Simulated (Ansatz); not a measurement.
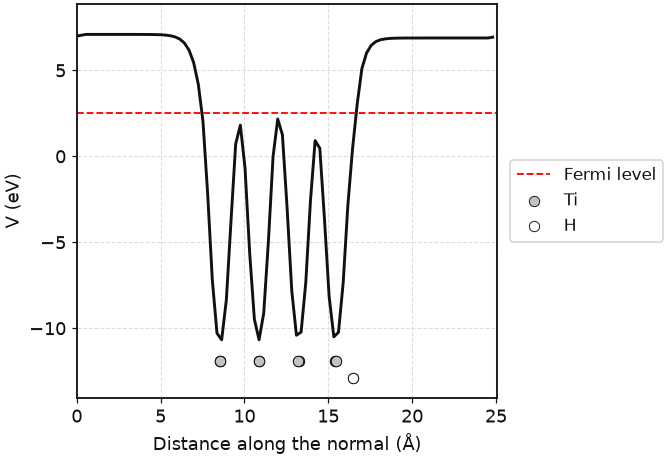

Plane-averaged electrostatic potential energy of an electron across the slab; circles at the bottom mark the heights of the atoms.

Structure: a (001) slab cut from Ti (P6_3/mmc), of composition Ti$_{8}$H (not the bulk's), ended by Ti planes, 18 atoms in the cell, the whole at its places in the relaxed adsorbed structure; a = 5.77 Å, b = 5.77 Å, c = 25.08 Å, α = 90.00°, β = 90.00°, γ = 120.00°.

Method: DFT PBE+D3(BJ), scalar-relativistic, plane waves, PAW, no spin polarisation, 4×4×1 k mesh, 420 eV cutoff, Gaussian smearing of 0.1 eV (Ansatz).

Question: What is the work function?

Answer: The work function is 4.34 eV at the right face and 4.55 eV at the left.

Question: How thick are slab and vacuum?

Answer: The outermost atoms are 7.9 Å apart, which leaves 17.1 Å of vacuum in a cell 25.1 Å high.

The atoms aren't at rest in this cell (largest force 0.5 eV/Å), so the relaxed material can differ.
